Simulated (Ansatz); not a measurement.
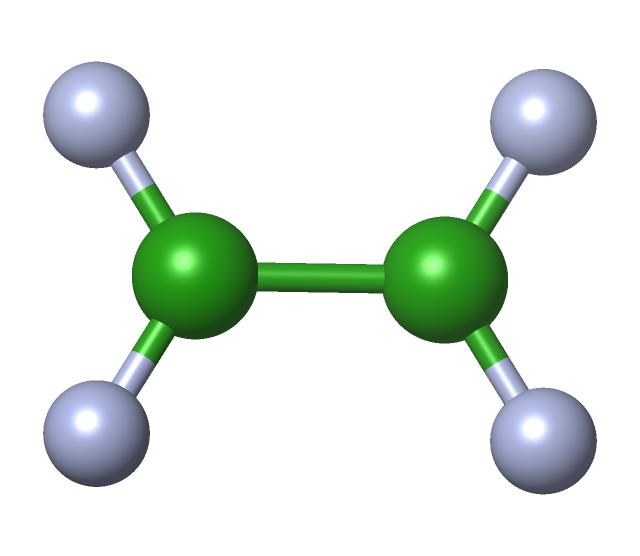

The picture shows a molecular structure as a ball-and-stick model. Every bond is drawn as one stick, whatever its order. Colours: fluorine light blue, boron green.

> Which formula does it have?

B2F4, 6 atoms: 2 boron and 4 fluorine.

> What is the point group of this geometry?

D2h.

The parts below concern this one geometry. Atoms keep their numbers from picture to picture. The computed structure is the end point of a PBE0-D4/def2-TZVP optimisation.

## Geometry

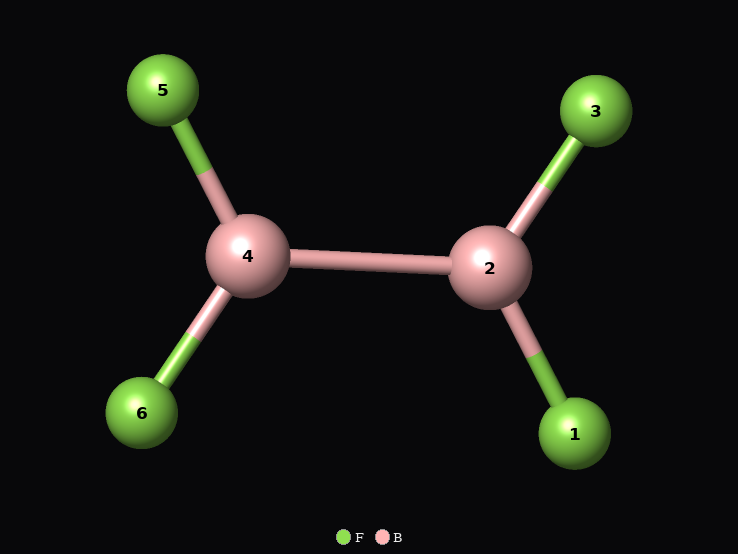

Give these bond angles: F1–B2–B4, F1–B2–F3.

| angle | degrees |
| --- | --- |
| F1–B2–B4 | 121.3 |
| F1–B2–F3 | 117.3 |

## Vibrations

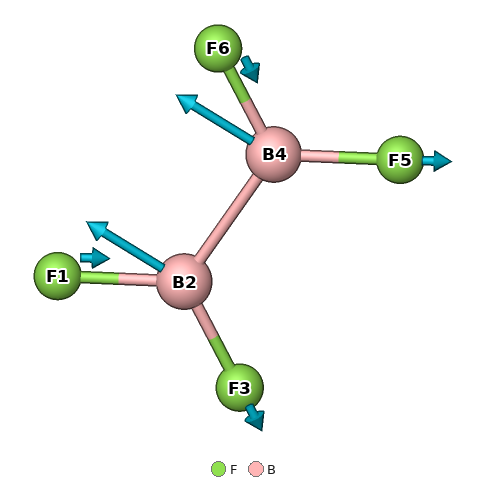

The arrows show one normal mode. Harmonic vibrations computed with RKS PBE0-D4/def2-TZVP (Ansatz 0.2.0) at a stationary point of the same level.

> Describe the motion.

Mostly out-of-phase stretching of 4 B–F bonds.

> At what wavenumber does it lie?

1420 cm⁻¹; it is mode 12 of 12 counted from the lowest.

## Electronic properties

Properties computed with RKS B3LYP-D4/def2-TZVPP (Ansatz 0.2.0).

> Estimate the LUMO energy (Kohn–Sham orbital).

−2.56 eV.

> Estimate the HOMO energy (Kohn–Sham orbital).

−9.86 eV.

## Charges

The questions are on Mulliken charges. Level of theory: RKS r2SCAN-D4/def2-TZVPP (Ansatz 0.2.0).

List the Mulliken charges.

```json
{"atom": "F1", "value (e)": "−0.23"}
{"atom": "B2", "value (e)": "0.47"}
{"atom": "F3", "value (e)": "−0.23"}
{"atom": "B4", "value (e)": "0.47"}
{"atom": "F5", "value (e)": "−0.23"}
{"atom": "F6", "value (e)": "−0.23"}
```

Mulliken values depend strongly on the basis set and can even reverse the polarity of a bond.
